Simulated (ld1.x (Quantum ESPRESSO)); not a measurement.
**A PAW potential for F, from input to tests**

Aim: build the potential from the settings below, then test how well it stands in for the atom: other configurations, scattering, ghost states and the plane-wave cutoff that it needs.

The numbers are computed with ld1.x (Quantum ESPRESSO) 7.5 (PBE, scalar-relativistic, spin-unpolarised reference atom).

### 1 Settings

The settings as typed:

| Quantity | Value |
| --- | --- |
| element | fluorine (F, Z = 9) |
| type | PAW |
| frozen core | [He] |
| valence charge | 7 |
| reference configuration | 2s2 2p5 |
| partial waves | 2s (bound): rcut 0.50, rcutus 0.60 bohr; 2s channel at 1.05 Ry: rcut 0.50, rcutus 0.60 bohr; 2p (bound): rcut 0.95, rcutus 1.25 bohr; 2p channel at 0.1 Ry: rcut 0.95, rcutus 1.25 bohr; 3d channel at -0.2 Ry: rcut 0.75, rcutus 0.90 bohr |
| local potential | all-electron potential smoothed inside 0.70 bohr (lloc = -2) |
| core correction | Bessel-smoothed model core, default radius (core density twice the valence density) |
| augmentation charge | PSQ, inside the norm-conserving radii |

The nodes and maxima of the atom's own shells, from an earlier all-electron run, set the scale for the radii.

All-electron outer shells of the reference configuration (PBE, scalar-relativistic, ld1.x):

| shell | level (eV) | outermost node (bohr) | outermost maximum (bohr) |
| --- | --- | --- | --- |
| 1s | -663.37 | – | 0.11 |
| 2s | -29.90 | 0.24 | 0.76 |
| 2p | -11.11 | – | 0.71 |

### 2 Generating the potential

Input file F.in:

```
 &input
   title='F', zed=9., rel=1, dft='PBE', iswitch=3,
   config='[He] 2s2 2p5 3d-2',
   nld=3, rlderiv=1.35, eminld=-4.0, emaxld=5.0, deld=0.02
 /
 &inputp
   pseudotype=3, lpaw=.true., tm=.true., lloc=-2, rcloc=0.70,
   nlcc=.true., new_core_ps=.true.,
   which_augfun='PSQ', rmatch_augfun_nc=.true.,
   file_pseudopw='F.UPF', file_wfcaegen='ae.wfc', file_wfcncgen='nc.wfc', file_beta='beta', file_chi='chi', file_wfcusgen='us.wfc'
 /
5
2S  1  0   2.00   0.00  0.50  0.60  0.0
2S  1  0   0.00   1.05  0.50  0.60  0.0
2P  2  1   5.00   0.00  0.95  1.25  0.0
2P  2  1   0.00   0.10  0.95  1.25  0.0
3D  3  2  -2.00  -0.20  0.75  0.90  0.0
 &test
   configts(1)='2s2 2p5'
 /
```

Run with:

```bash
$ ld1.x < F.in > F.out
```

Output in F.out (without the banner and most projector matrices):

```text
     Program LD1 v.7.5

     !!!!!!!!!!!!!!!!!!! WARNING !!!!!!!!!!!!!!!!!!!!!!!
     Message from routine ld1_readin:
     US requires at least two energies per channel 3D
     !!!!!!!!!!!!!!!!!!!!!!!!!!!!!!!!!!!!!!!!!!!!!!!!!!!
     --------------------------- All-electron run ----------------------------

     F
     scalar relativistic calculation

     atomic number is  9.00
     dft =PBE   lsd =0 sic =0 latt =0  beta=0.20 tr2=1.0E-14
     Exchange-correlation= PBE
                           (   1   4   3   4   0   0   0)
     mesh =1105 r(mesh) =  99.76081 a.u. xmin = -7.00 dx = 0.01250
     1 Ry =  13.60569312 eV, c = 137.03599908

     n l     nl                  e(Ry)          e(Ha)          e(eV)
     1 0     1S 1( 2.00)       -48.7570       -24.3785      -663.3734
     2 0     2S 1( 2.00)        -2.1976        -1.0988       -29.8996
     2 1     2P 1( 5.00)        -0.8167        -0.4083       -11.1117

     final scf error:  6.3E-15 reached in  26 iterations

     Etot =    -199.489330 Ry,     -99.744665 Ha,   -2714.190600 eV

     Ekin =     199.322998 Ry,      99.661499 Ha,    2711.927538 eV
     Encl =    -477.724055 Ry,    -238.862027 Ha,   -6499.766885 eV
     Eh   =      99.339620 Ry,      49.669810 Ha,    1351.584389 eV
     Exc  =     -20.427893 Ry,     -10.213946 Ha,    -277.935642 eV

     normalization and overlap integrals

     s(1S/1S) =  1.000000  <r> =   0.1763  <r2> =    0.0420  r(max) =   0.1139
     s(2S/2S) =  1.000000  <r> =   1.0034  <r2> =    1.2282  r(max) =   0.7617
     s(2P/2P) =  1.000000  <r> =   1.1050  <r2> =    1.6384  r(max) =   0.7066

     ------------------------ End of All-electron run ------------------------

     --------------------- Generating PAW atomic setup --------------------

      Generating local potential from pseudized AE potential:
      Matching radius rcloc =   0.7000
      Enforcing V''(0)=0 (lloc=-2)

      Local pseudo, rcloc= 0.707 Estimated cut-off energy=    59.90 Ry

      Computing core charge for nlcc:

       r > 0.28 : true rho core
      Core charge pseudized with two Bessel functions
      Integrated core pseudo-charge :   1.45
      Wfc-us  2S rcutus= 0.593  Estimated cut-off energy=   118.71 Ry
      Wfc-us  2S rcutus= 0.593  Estimated cut-off energy=   123.05 Ry
      Wfc-us  2P rcutus= 1.256  Estimated cut-off energy=    49.70 Ry
      Wfc-us  2P rcutus= 1.256  Estimated cut-off energy=    55.12 Ry
      Wfc-us  3D rcutus= 0.907  Estimated cut-off energy=   122.98 Ry

     Required augmentation: PSQ   radius:    1.250000

     Q pseudized with Bessel functions
     Expected ecutrho=     912.8316 due to l1=  0   l2=  2

     Estimated PAW energy =  -59.076593 Ryd

     The PAW screened D coefficients
     1.24462     1.59887     0.00000     0.00000     0.00000
     1.59887     2.04699     0.00000     0.00000     0.00000
     0.00000     0.00000    -0.88929    -0.54153     0.00000
     0.00000     0.00000    -0.54153    -0.32266     0.00000
     0.00000     0.00000     0.00000     0.00000    -0.06958

     The PAW descreened D coefficients (US)
     1.33189     1.67446     0.00000     0.00000     0.00000
     1.67446     2.09999     0.00000     0.00000     0.00000
     0.00000     0.00000     1.29956     0.96392     0.00000
     0.00000     0.00000     0.96392     0.71018     0.00000
     0.00000     0.00000     0.00000     0.00000    -0.09515

     ------------------- End of pseudopotential generation -------------------

     [... the all-electron block is printed once more ...]


     Computing logarithmic derivative in   1.34520
     Computing logarithmic derivative in   1.34520
     Computing the partial wave expansion
     R is outside the sphere for l=    0 j= 0.00
     R is outside the sphere for l=    0 j= 0.00
     R is outside the sphere for l=    1 j= 0.00
     R is outside the sphere for l=    1 j= 0.00
     R is outside the sphere for l=    2 j= 0.00

     ---------------------- Testing the pseudopotential ----------------------

     F
     scalar relativistic calculation

     atomic number is  9.00   valence charge is  7.00
     dft = SLA  PW   PBX  PBC   lsd =0 sic =0 latt =0  beta=0.20 tr2=1.0E-14
     mesh =1105 r(mesh) =  99.76081 xmin = -7.00 dx = 0.01250

     n l     nl             e AE (Ry)        e PS (Ry)    De AE-PS (Ry)
     1 0     2S   1( 2.00)       -2.19758       -2.19765        0.00007
     2 1     2P   1( 5.00)       -0.81670       -0.81670        0.00001

     eps = 3.1E-16  iter =  4

     Etot =    -199.489330 Ry,     -99.744665 Ha,   -2714.190600 eV
     Etotps =   -59.076747 Ry,     -29.538374 Ha,    -803.780091 eV

     Ekin =      50.391558 Ry,      25.195779 Ha,     685.612068 eV
     Encl =    -131.495742 Ry,     -65.747871 Ha,   -1789.090710 eV
     Ehrt =      42.455327 Ry,      21.227663 Ha,     577.634147 eV
     Ecxc =     -20.427890 Ry,     -10.213945 Ha,    -277.935597 eV
     (Ecc =      -5.689541 Ry,      -2.844770 Ha,     -77.410143 eV)

     ---------------------- End of pseudopotential test ----------------------
```

It took 0.99 s on 1 thread of Neoverse-V2, shared host. This counts the later configuration tests of the new file too.

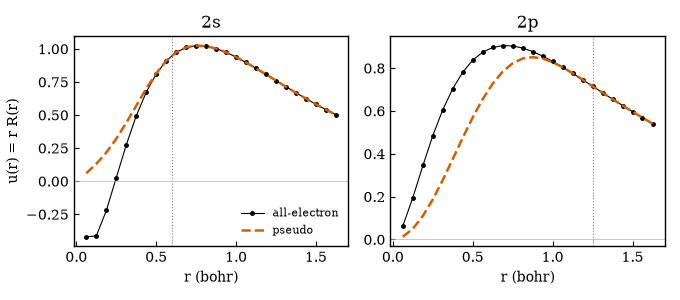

Bound waves of the atom and their pseudo partners (2s, 2p), with the matching radii dotted. The curves join 26 sampled radii.

### 3 Transferability test

Input file F.test.in:

```
 &input
   title='F', zed=9., rel=1, dft='PBE', iswitch=2,
   config='[He] 2s2 2p5 3d-2'
 /
 &test
   file_pseudo='F.UPF', nconf=8,
   configts(1)='2s2 2p5',
   configts(2)='2s2 2p4',
   configts(3)='2s2 2p3',
   configts(4)='2s2 2p2',
   configts(5)='2s2 2p4.5',
   configts(6)='2s1 2p6',
   configts(7)='2s2 2p5.3',
   configts(8)='2s2 2p1'
 /
```

Run with:

```bash
$ ld1.x < F.test.in > F.test.out
```

F.test.out, the pseudopotential blocks:

```text
     ---------------------- Testing the pseudopotential ----------------------

     F
     scalar relativistic calculation

     atomic number is  9.00   valence charge is  7.00
     dft =SLA  PW   PBX  PBC   lsd =0 sic =0 latt =0  beta=0.20 tr2=1.0E-14
     mesh =1105 r(mesh) =  99.76081 xmin = -7.00 dx = 0.01250

     n l     nl             e AE (Ry)        e PS (Ry)    De AE-PS (Ry)
     1 0     2S   1( 2.00)       -2.19758       -2.19765        0.00007
     2 1     2P   1( 5.00)       -0.81670       -0.81670        0.00001

     eps = 3.1E-16  iter =  4

     Etot =    -199.489330 Ry,     -99.744665 Ha,   -2714.190600 eV
     Etotps =   -59.076747 Ry,     -29.538374 Ha,    -803.780091 eV

     Ekin =      50.391558 Ry,      25.195779 Ha,     685.612068 eV
     Encl =    -131.495742 Ry,     -65.747871 Ha,   -1789.090710 eV
     Ehrt =      42.455327 Ry,      21.227663 Ha,     577.634147 eV
     Ecxc =     -20.427890 Ry,     -10.213945 Ha,    -277.935597 eV
     (Ecc =      -5.689541 Ry,      -2.844770 Ha,     -77.410143 eV)

     ---------------------- End of pseudopotential test ----------------------

     ---------------------- Testing the pseudopotential ----------------------

     F
     [...]
     n l     nl             e AE (Ry)        e PS (Ry)    De AE-PS (Ry)
     1 0     2S   1( 2.00)       -3.48292       -3.48298        0.00006
     2 1     2P   1( 4.00)       -2.08065       -2.08063       -0.00002

     eps = 1.9E-15  iter = 13

     Etot =    -198.064175 Ry,     -99.032088 Ha,   -2694.800384 eV
     Etotps =   -57.651506 Ry,     -28.825753 Ha,    -784.388693 eV
     dEtot_ae =       1.425155 Ry
     dEtot_ps =       1.425242 Ry,   Delta E=      -0.000087 Ry

     [...]
     ---------------------- End of pseudopotential test ----------------------

     ---------------------- Testing the pseudopotential ----------------------

     F
     [...]
     n l     nl             e AE (Ry)        e PS (Ry)    De AE-PS (Ry)
     1 0     2S   1( 2.00)       -4.99731       -4.99752        0.00020
     2 1     2P   1( 3.00)       -3.60167       -3.60174        0.00007

     eps = 2.4E-15  iter =  9

     Etot =    -195.242940 Ry,     -97.621470 Ha,   -2656.415526 eV
     Etotps =   -54.830122 Ry,     -27.415061 Ha,    -746.001820 eV
     dEtot_ae =       4.246390 Ry
     dEtot_ps =       4.246625 Ry,   Delta E=      -0.000235 Ry

     [...]
     ---------------------- End of pseudopotential test ----------------------

     ---------------------- Testing the pseudopotential ----------------------

     F
     [...]
     n l     nl             e AE (Ry)        e PS (Ry)    De AE-PS (Ry)
     1 0     2S   1( 2.00)       -6.70364       -6.70437        0.00073
     2 1     2P   1( 2.00)       -5.34782       -5.34827        0.00045

     eps = 6.8E-15  iter =  8

     Etot =    -190.786158 Ry,     -95.393079 Ha,   -2595.777923 eV
     Etotps =   -50.372921 Ry,     -25.186461 Ha,    -685.358506 eV
     dEtot_ae =       8.703171 Ry
     dEtot_ps =       8.703826 Ry,   Delta E=      -0.000655 Ry

     [...]
     ---------------------- End of pseudopotential test ----------------------

     ---------------------- Testing the pseudopotential ----------------------

     F
     [...]
     n l     nl             e AE (Ry)        e PS (Ry)    De AE-PS (Ry)
     1 0     2S   1( 2.00)       -2.80814       -2.80820        0.00006
     2 1     2P   1( 4.50)       -1.41356       -1.41355       -0.00001

     eps = 7.6E-15  iter = 14

     Etot =    -198.934914 Ry,     -99.467457 Ha,   -2706.647396 eV
     Etotps =   -58.522291 Ry,     -29.261145 Ha,    -796.236329 eV
     dEtot_ae =       0.554415 Ry
     dEtot_ps =       0.554456 Ry,   Delta E=      -0.000041 Ry

     [...]
     ---------------------- End of pseudopotential test ----------------------

     ---------------------- Testing the pseudopotential ----------------------

     F
     [...]
     n l     nl             e AE (Ry)        e PS (Ry)    De AE-PS (Ry)
     1 0     2S   1( 1.00)       -2.23280       -2.23294        0.00013
     2 1     2P   1( 6.00)       -0.84819       -0.84821        0.00002

     eps = 4.6E-16  iter = 10

     Etot =    -198.106554 Ry,     -99.053277 Ha,   -2695.376983 eV
     Etotps =   -57.693886 Ry,     -28.846943 Ha,    -784.965302 eV
     dEtot_ae =       1.382775 Ry
     dEtot_ps =       1.382862 Ry,   Delta E=      -0.000086 Ry

     [...]
     ---------------------- End of pseudopotential test ----------------------

     ---------------------- Testing the pseudopotential ----------------------

     F
     [...]
     n l     nl             e AE (Ry)        e PS (Ry)    De AE-PS (Ry)
     1 0     2S   1( 2.00)       -1.86725       -1.86732        0.00007
     2 1     2P   1( 5.30)       -0.49676       -0.49677        0.00001

     eps = 6.2E-15  iter =  9

     Etot =    -199.685554 Ry,     -99.842777 Ha,   -2716.860368 eV
     Etotps =   -59.272993 Ry,     -29.636497 Ha,    -806.450155 eV
     dEtot_ae =      -0.196224 Ry
     dEtot_ps =      -0.196246 Ry,   Delta E=       0.000022 Ry

     [...]
     ---------------------- End of pseudopotential test ----------------------

     ---------------------- Testing the pseudopotential ----------------------

     F
     [...]
     n l     nl             e AE (Ry)        e PS (Ry)    De AE-PS (Ry)
     1 0     2S   1( 2.00)       -8.57765       -8.57937        0.00172
     2 1     2P   1( 1.00)       -7.29740       -7.29828        0.00088

     eps = 8.1E-15  iter = 17

     Etot =    -184.479831 Ry,     -92.239915 Ha,   -2509.975963 eV
     Etotps =   -44.065675 Ry,     -22.032837 Ha,    -599.544051 eV
     dEtot_ae =      15.009499 Ry
     dEtot_ps =      15.011072 Ry,   Delta E=      -0.001573 Ry

     [...]
     ---------------------- End of pseudopotential test ----------------------
```

The tests as a table, with energies relative to 2s2 2p5.

| valence configuration | charge | ΔE all-electron (eV) | error AE − PS (meV) |
| --- | --- | --- | --- |
| 2s2 2p4 | +1 | 19.390 | -1.2 |
| 2s2 2p3 | +2 | 57.775 | -3.2 |
| 2s2 2p2 | +3 | 118.413 | -8.9 |
| 2s2 2p4.5 | +0.5 | 7.543 | -0.6 |
| 2s1 2p6 | 0 | 18.814 | -1.2 |
| 2s2 2p5.3 | -0.3 | -2.670 | +0.3 |
| 2s2 2p1 | +4 | 204.215 | -21 |

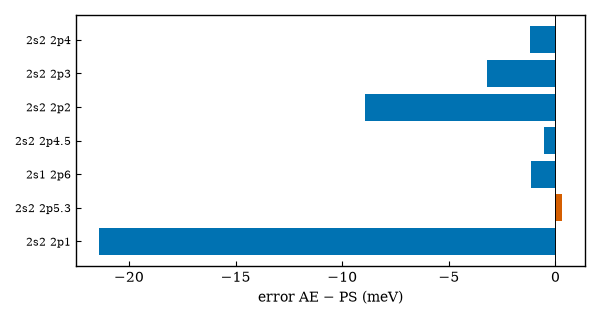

Error of the potential in each test configuration.

### 4 Scattering by logarithmic derivatives

Taken from the files of the generation run. The phase is arctan(r·u′/u) with u = r·R, unwrapped, with energies in Ry. A pole is an energy at which the radial function vanishes at the test radius. The pseudo phase is shifted by a multiple of π to meet the all-electron one at the reference energy. Levels narrower than the energy grid can be missing from the poles. The last column is the largest difference on the grid between −1 and +1 Ry.

| channel | radius (bohr) | reference (Ry) | poles AE | poles PS | window around the reference with phases within 0.05 rad (Ry) | largest difference near zero (rad) |
| --- | --- | --- | --- | --- | --- | --- |
| s | 1.34 | -2.20 | 0.02 | 0.02 | the whole range | 0.000 |
| p | 1.34 | -0.82 | 1.12 | 1.12 | the whole range | 0.000 |
| d | 1.34 | -0.20 | none | none | the whole range | 0.000 |

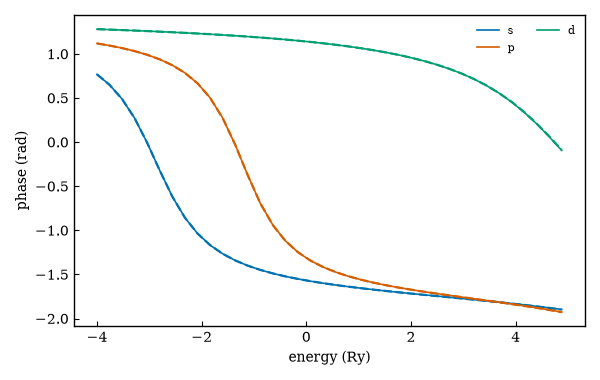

All-electron (solid) and pseudo (dashed) phases against energy.

### 5 Cutoff and ghost test in a Bessel basis

A separate test, outside the generator: the pseudo-atom's Hamiltonian at the reference potential is diagonalised in spherical Bessel functions j_l(qr) that vanish at 20 bohr, with q² up to the cutoff.

All-electron valence levels (Ry): 2s -2.1976, 2p -0.8167. The lowest levels of each channel (Ry) by cutoff; the last column sums, over occupied levels, occupation times the distance from the level at 400 Ry. A positive value at high cutoff is not a bound level.

```
cutoff (Ry)     s #1     p #1    d #1    f #1  Σ f·Δε (mRy)
          8  -1.9601  -0.0452  0.0803  0.1209        4332.6
         15  -2.0681  -0.3464  0.0803  0.1209        2610.8
         21  -2.0712  -0.5698  0.0803  0.1209        1487.3
         35  -2.0977  -0.8009  0.0803  0.1209         278.9
         50  -2.1437  -0.8162  0.0803  0.1209         110.6
         60  -2.1628  -0.8163  0.0803  0.1209          71.7
         90  -2.1914  -0.8166  0.0803  0.1209          12.7
        100  -2.1943  -0.8167  0.0803  0.1209           6.8
        120  -2.1967  -0.8167  0.0803  0.1209           1.9
        160  -2.1971  -0.8167  0.0803  0.1209           1.1
        180  -2.1972  -0.8167  0.0803  0.1209           0.9
        230  -2.1975  -0.8167  0.0803  0.1209           0.2
        400  -2.1976  -0.8167  0.0803  0.1209           0.0
```

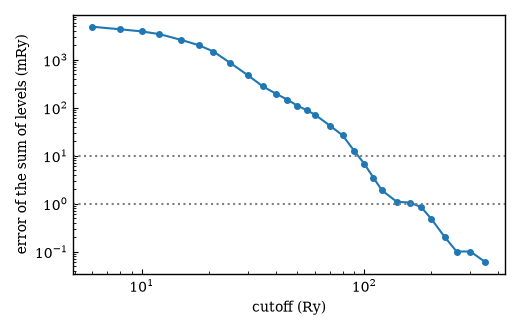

Occupation-weighted error of the valence levels against the cutoff; the dotted lines mark 10 and 1 mRy.

The sum stays within 10 mRy from 100 Ry and within 1 mRy from 180 Ry. The sum leaves out empty levels, which can need more. Ghost test: no level below the all-electron spectrum of its channel (s, p, d, f tested).

### 6 Outcome

```
                                                quantity                 value
               cutoffs for 10 and 1 mRy, occupied levels     100 Ry and 180 Ry
                                            bound ghosts            none found
                            largest test error (AE − PS)  -21 meV, for 2s2 2p1
largest phase difference near zero energy, channels read             0.000 rad
         lowest eigenvalue of the overlap (Bessel basis)             0.614 (s)
               density cutoff estimated by the generator                913 Ry
```

**Reading.** The worst unpolarised test, 2s2 2p1, is off by 21 meV on 204.2 eV; by total energies transferability rates as good. By its cutoff, 100 Ry for the looser tolerance, it is hard. The slowest occupied level is 2s: taken alone it needs 120 Ry to come within 1 mRy, against 50 Ry for 2p. No bound ghost shows below the valence levels. Near zero energy the phases of the channels with partial waves agree within 0.001 rad. All of this concerns the isolated atom, not yet a solid.
